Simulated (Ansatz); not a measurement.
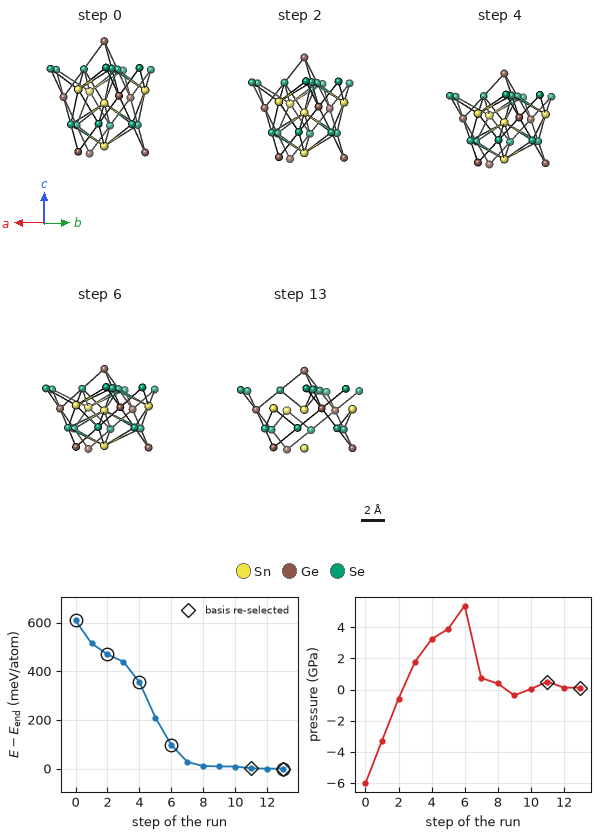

Frames of a relaxation of solid Sn2GeSe3 (a generated structure, set up in R-3m) (coarse preliminary run), marked on the history of the run. The picture is a ball-and-stick view of the atoms within 5.8 Å of the atom that moves most (axes of the conventional cell (3 times the calculation's cell)), seen from a free direction. Lengths and directions refer to the drawn axes.

All numbers below come from DFT PBE, scalar-relativistic, plane waves, PAW (Ansatz).

Input file:
```yaml
crystal:
  lattice:
    - [3.17703976, 1.83426476, 4.94911679]
    - [-3.17703976, 1.83426476, 4.94911679]
    - [0.0, -3.66852952, 4.94911679]
  atoms:
    - { symbol: Sn, position: [0.62775701, 0.62775701, 0.62775701] }
    - { symbol: Sn, position: [0.37224299, 0.37224299, 0.37224299] }
    - { symbol: Ge, position: [0.0, 0.0, 0.0] }
    - { symbol: Se, position: [0.0, 0.5, 0.0] }
    - { symbol: Se, position: [0.5, 0.0, 0.0] }
    - { symbol: Se, position: [0.0, 0.0, 0.5] }
basis:
  ecutwfc: 420
kpoints:
  mp_grid: { grid: [3, 3, 3] }
hamiltonian:
  xc: pbe
scf:
  occupations: { method: gaussian, width: 0.1 }
  lower_state_search: "off"
output:
  forces: true
  stress: true
  eigenvalues: true
relax:
  adjacent_minimum: "off"
  f_tol: 0.04
  max_steps: 70
  cell: { stress_tol: 0.4 }
```

Launched with:
```bash
ansatz run input.yaml --threads 1 --pin off --max-ram 2560MiB --backend cpu --events-out ev --progress --plain --runs-dir out
```

Question: What happens along the run?

Answer: Over 11 accepted moves (13 points after the start) the energy falls by 609 meV per atom. The largest force component goes from 0.19 to 0.0045 eV/Å. The pressure goes from −6.02 to 0.12 GPa. At 2 points the geometry stayed and the basis and grid were re-selected for the new cell (energy shift of 7.3 meV per atom at most each time). The largest moves relative to the cell, 0.39 Å, are those of Sn1 and Sn2. Sn1 goes along +c. Ge and Se stay in place. The volume changes by −2.7 %, with a = b 6.354 → 7.505 Å (+18.1 %), c 14.847 → 10.357 Å (−30.2 %). Some distances before and after: Sn1–Se4 3.561 → 2.779 Å, Se4–Se5 3.177 → 3.752 Å, Sn1–Se4 (another image) 3.700 → 4.125 Å, Ge3–Se4 3.080 → 2.770 Å. The space group stays R-3m (No. 166). From step 0 to 2: Sn atoms move most (0.07 Å), volume −14.5 %, energy −139 meV per atom. From step 2 to 4: Sn atoms move most (0.05 Å), volume −3.7 %, energy −114 meV per atom. From step 4 to 6: Sn atoms move most (0.12 Å), volume +1.1 %, energy −258 meV per atom. From step 6 to 13: Sn atoms move most (0.18 Å), volume +16.8 %, energy −97.0 meV per atom.
